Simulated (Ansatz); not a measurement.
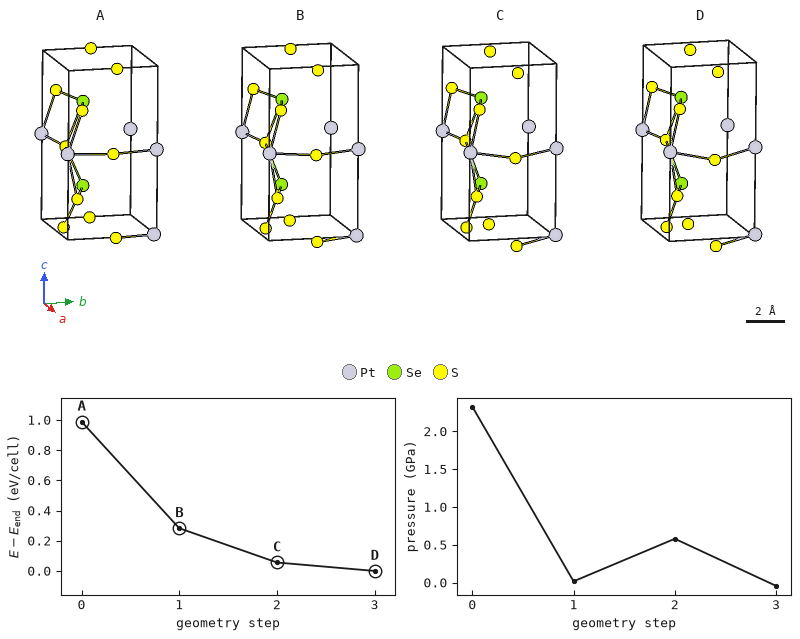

Frames of a relaxation of solid PtSeS3 (a generated structure, set up in P1) (coarse preliminary run), marked on the history of the run. Style: ball-and-stick. Shown: the cell of the calculation, slightly off an axis.

Theory: DFT PBE, scalar-relativistic, plane waves, PAW in Ansatz. Settings: plane-wave cutoff 420 eV; k-point mesh 6 × 4 × 4; occupations gaussian; smearing width 0.2 eV; no spin polarisation; cell and atoms relaxed; force threshold 0.025 eV/Å; at most 60 steps.

### Describe the path.

The run was cut off at its time limit before the relaxation converged, so the last structure is only a point on the way. The largest move relative to the cell is that of an S atom, 0.38 Å roughly along [1 0 −1]. Largest moves by element: S 0.38 Å, Pt 0.21 Å, Se 0.13 Å. The volume changes by −1.0 %, with a 4.683 → 4.750 Å (+1.4 %), b 5.017 → 4.777 Å (−4.8 %), c 9.435 → 9.669 Å (+2.5 %), α 91.5° → 90.5°, β 88.6° → 90.4°, γ 89.9° → 88.3°. Among the contacts that change: S–S 2.911 → 3.227 Å, S–S 3.110 → 2.801 Å, Pt–S 2.863 → 2.565 Å, S–Se 2.136 → 2.306 Å. Bond angles that change, for instance: S–Pt–S 110.7° → 89.7°, S–Pt–S 175.8° → 155.5°, Pt–S–Pt 175.8° → 155.5°. The space group stays P1 (No. 1). Over 3 geometry steps the energy falls by 0.989 eV per cell of the calculation. The largest force component goes from 1.9 to 0.26 eV/Å. The pressure goes from 2.33 to −0.04 GPa. Cost: 6.4 min on 1 thread of Arm Neoverse V1, with other jobs on the host, peak memory 0.76 GiB. From step 0 to 1: an S atom moves most (0.20 Å), volume +1.4 %, energy −0.706 eV per cell of the calculation. From step 1 to 2: an S atom moves most (0.21 Å), volume −2.2 %, energy −0.227 eV per cell of the calculation. From step 2 to 3: an S atom moves most (0.14 Å), volume −0.2 %, energy −56.0 meV per cell of the calculation.
